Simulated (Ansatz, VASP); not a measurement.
# GaAs in two plane-wave programs

Wanted: the spread between two codes on one cell, functional and k mesh.

Calculated with Ansatz 0.2.0; plane waves, with VASP 6.6.1 beside it; band structure at HSE06.

**1. Set-up**

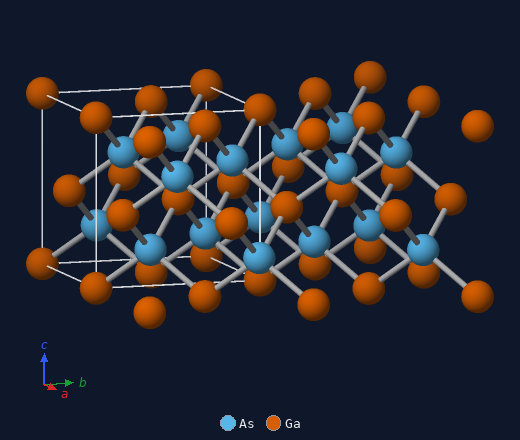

The starting structure, seen slightly off an axis (arsenic blue, gallium orange). 2×2×1 cells are drawn. This picture shows the conventional cell, with its axes. Bonds to atoms that aren't drawn are left out. Some periodic images of atoms are drawn too.

**2. VASP: band structure, HSE06**

Levels along a path test the potential and the projectors away from the mesh points.

Lines of VASP's logs that name or quote its potential files are left out, and so is its time.

Input file INCAR:

```
SYSTEM = GaAs
PREC = Accurate
ENCUT = 350
EDIFF = 1E-06
NELM = 100
ISMEAR = 0
SIGMA = 0.03
LREAL = .FALSE.
ALGO = Normal
LHFCALC = .TRUE.
AEXX = 0.25
GGA = PE
HFSCREEN = 0.2
LASPH = .TRUE.
NBANDS = 15
PRECFOCK = Fast
LORBIT = 11
LWAVE = .FALSE.
LCHARG = .FALSE.
KPAR = 4
```

Input file POSCAR:

```
GaAs
1.0
    0.0000000000      2.8268500000      2.8268500000
    2.8268500000      0.0000000000      2.8268500000
    2.8268500000      2.8268500000      0.0000000000
As Ga
1 1
Direct
    0.7500000000      0.7500000000      0.7500000000
    0.0000000000      0.0000000000      0.0000000000
```

Input file KPOINTS:

```
Automatic mesh
0
Gamma
5 5 5
0 0 0
```

Input file KPOINTS_OPT:

```
Line mode
10
Line-mode
Reciprocal
  0.00000000   0.00000000   0.00000000 GAMMA
  0.50000000   0.00000000   0.50000000 X

  0.50000000   0.00000000   0.50000000 X
  0.50000000   0.25000000   0.75000000 W

  0.50000000   0.25000000   0.75000000 W
  0.37500000   0.37500000   0.75000000 K

  0.37500000   0.37500000   0.75000000 K
  0.00000000   0.00000000   0.00000000 GAMMA

  0.00000000   0.00000000   0.00000000 GAMMA
  0.50000000   0.50000000   0.50000000 L

  0.50000000   0.50000000   0.50000000 L
  0.62500000   0.25000000   0.62500000 U

  0.62500000   0.25000000   0.62500000 U
  0.50000000   0.25000000   0.75000000 W

  0.50000000   0.25000000   0.75000000 W
  0.50000000   0.50000000   0.50000000 L

  0.50000000   0.50000000   0.50000000 L
  0.37500000   0.37500000   0.75000000 K

  0.62500000   0.25000000   0.62500000 U
  0.50000000   0.00000000   0.50000000 X
```

The projector-augmented-wave data sets are As and Ga_d (PBE family, release 64).

Launch:

```bash
$ mpirun -np 4 vasp_std
```

Numbers of over 12 decimals in the logs are rounded to 6 here.

The program printed:

```text
[banner, memory and clock lines left out]
running    4 mpi-ranks, on    1 nodes
 distrk:  each k-point on    1 cores,    4 groups
 distr:  one band on    1 cores,    1 groups

 POSCAR found type information on POSCAR AsGa
 POSCAR found :  2 types and       2 ions
 LDA part: xc-table for (Slater+PW92), standard interpolation
 found WAVECAR, reading the header
 POSCAR, INCAR and KPOINTS ok, starting setup
 FFT: planning ... GRIDC
 FFT: planning ... GRID_SOFT
 FFT: planning ... GRID
 reading WAVECAR
 the WAVECAR file was read successfully
 initial charge from wavefunction
 entering main loop
       N       E                     dE             d eps       ncg     rms          rms(c)
DAV:   1    -0.985223619242E+01   -0.98522E+01   -0.13004E+00   442   0.213E+01    0.227E+00
DAV:   2    -0.984475360475E+01    0.74826E-02   -0.77274E-02   364   0.428E+00    0.163E+00
DAV:   3    -0.984059705505E+01    0.41565E-02   -0.10124E-02   405   0.173E+00    0.961E-01
DAV:   4    -0.983965831663E+01    0.93874E-03   -0.15582E-03   392   0.436E-01    0.536E-01
DAV:   5    -0.983940992135E+01    0.24840E-03   -0.27037E-04   335   0.132E-01    0.304E-01
DAV:   6    -0.983934332832E+01    0.66593E-04   -0.53642E-05   385   0.617E-02    0.170E-01
DAV:   7    -0.983932084353E+01    0.22485E-04   -0.10812E-05   349   0.293E-02    0.942E-02
DAV:   8    -0.983931349266E+01    0.73509E-05   -0.33345E-06   349   0.144E-02    0.509E-02
DAV:   9    -0.983931144378E+01    0.20489E-05   -0.12800E-06   318   0.753E-03    0.271E-02
DAV:  10    -0.983931078359E+01    0.66019E-06   -0.44438E-07   220   0.451E-03
   1 F= -.98393108E+01 E0= -.98393108E+01  d E =-.758557E-25
 Start KPOINTS_OPT (optional k-point list driver)
k-point batch [1-10\100]
       N       E                     dE             ncg
DAV:   1    -0.503050875727E+03   -0.33154E+04      308
DAV:   2    -0.143026621646E+04   -0.92722E+03      321
DAV:   3    -0.150286714199E+04   -0.72601E+02      370
DAV:   4    -0.150482823385E+04   -0.19611E+01      391
DAV:   5    -0.150485183489E+04   -0.23601E-01      398
DAV:   6    -0.150485241507E+04   -0.58018E-03      461
DAV:   7    -0.150485242224E+04   -0.71739E-05      367
DAV:   8    -0.150485242237E+04   -0.12602E-06      318
[...]
k-point batch [91-100\100]
       N       E                     dE             ncg
DAV:   1    -0.618331458792E+03   -0.62113E+04      314
DAV:   2    -0.153096384115E+04   -0.91263E+03      342
DAV:   3    -0.159733281318E+04   -0.66369E+02      370
DAV:   4    -0.159868011427E+04   -0.13473E+01      386
DAV:   5    -0.159869708247E+04   -0.16968E-01      384
DAV:   6    -0.159869758955E+04   -0.50708E-03      441
DAV:   7    -0.159869759569E+04   -0.61367E-05      382
DAV:   8    -0.159869759582E+04   -0.12749E-06      318
```

Parts of OUTCAR (step 2):

```text
ion  position               nearest neighbor table
   1  0.750  0.750  0.750-   2 2.45   2 2.45   2 2.45   2 2.45
   2  0.000  0.000  0.000-   1 2.45   1 2.45   1 2.45   1 2.45

  LATTYP: Found a face centered cubic cell.
 ALAT       =     5.6537000000

 Subroutine GETGRP returns: Found 24 space group operations
 (whereof 24 operations were pure point group operations)

The static configuration has the point symmetry T_d .

 Found     10 irreducible k-points:

   k-points           NKPTS =     10   k-points in BZ     NKDIM =    125   number of bands    NBANDS=     15

   dimension x,y,z NGX =    24 NGY =   24 NGZ =   24
   dimension x,y,z NGXF=    48 NGYF=   48 NGZF=   48

   ENCUT  =  350.0 eV  25.72 Ry    5.07 a.u.   6.10  6.10  6.10*2*pi/ulx,y,z

   NELECT =      18.0000    total number of electrons

 k-points in reciprocal lattice and weights: Automatic mesh
   0.00000000  0.00000000  0.00000000       0.008
   0.20000000  0.00000000  0.00000000       0.064
   0.40000000  0.00000000  0.00000000       0.064
   0.20000000  0.20000000  0.00000000       0.048
   0.40000000  0.20000000  0.00000000       0.192
  -0.40000000  0.20000000  0.00000000       0.192
  -0.20000000  0.20000000  0.00000000       0.096
   0.40000000  0.40000000  0.00000000       0.048
  -0.40000000  0.40000000  0.00000000       0.096
  -0.40000000  0.40000000  0.20000000       0.192

  exchange ACFDT corr.  =         0.00000000  see jH, gK, PRB 81, 115126

 average (electrostatic) potential at core
       1 -46.5613       2 -59.3964

 E-fermi :   3.7135

 k-point     1 :       0.0000    0.0000    0.0000
  band No.  band energies     occupation
    ...
      5     -13.7882      2.00000
      6     -10.4606      2.00000
      7       3.5013      2.00000
      8       3.5013      2.00000
      9       3.5013      2.00000
     10       4.9501      0.00000
     11       8.0638      0.00000
     12       8.0638      0.00000
     13       8.0638      0.00000
     14      12.1025      0.00000
    ...

 k-point     2 :       0.2000    0.0000    0.0000
  band No.  band energies     occupation
    ...
      5     -13.7884      2.00000
      6      -9.9706      2.00000
      7       0.0590      2.00000
      8       2.9714      2.00000
      9       2.9714      2.00000
     10       5.9312      0.00000
     11       8.8033      0.00000
     12       8.8033      0.00000
     13       9.5942      0.00000
     14      13.3905      0.00000
    ...

 k-point     3 :       0.4000    0.0000    0.0000
  band No.  band energies     occupation
    ...
      5     -13.7864      2.00000
      6      -8.8303      2.00000
      7      -3.1458      2.00000
      8       2.3587      2.00000
      9       2.3587      2.00000
     10       5.3807      0.00000
     11       9.0300      0.00000
     12       9.0300      0.00000
     13      12.1930      0.00000
     14      13.9104      0.00000
    ...

  energy-cutoff  :      350.00
  volume of cell :       45.18
      direct lattice vectors                 reciprocal lattice vectors
     0.000000000  2.826850000  2.826850000    -0.176875321  0.176875321  0.176875321
     2.826850000  0.000000000  2.826850000     0.176875321 -0.176875321  0.176875321
     2.826850000  2.826850000  0.000000000     0.176875321  0.176875321 -0.176875321

 POSITION                                       TOTAL-FORCE (eV/Angst)
 -----------------------------------------------------------------------------------
      4.24027      4.24027      4.24027        -0.000000     -0.000000     -0.000000
      0.00000      0.00000      0.00000         0.000000      0.000000      0.000000
 -----------------------------------------------------------------------------------
    total drift:                               -0.000058     -0.000042     -0.000035

  FREE ENERGIE OF THE ION-ELECTRON SYSTEM (eV)
  ---------------------------------------------------
  free  energy   TOTEN  =        -9.8393107836 eV

  energy  without entropy=       -9.8393107836  energy(sigma->0) =       -9.83931078

 total charge
# of ion       s       p       d       tot
------------------------------------------
    1        1.214   1.656   0.031   2.901
    2        0.835   0.804  10.009  11.648
--------------------------------------------------
tot          2.049   2.459  10.041  14.549

[... 3 further parts left out ...]
```

(Part 1 of 2 ends here.)

[Lines on the potential files, build, host, timing and source positions are cut from VASP's logs without a mark.]

[Logs are printed without paths, hosts, clocks, repeated set-up lines and the standing remarks that a program may print on its own settings, such as how far it seeks lower states.]

[Hosts, paths, dates, database ids (printed as entryN), source tags and the programs' standing remarks are cut or masked in the printed files.]
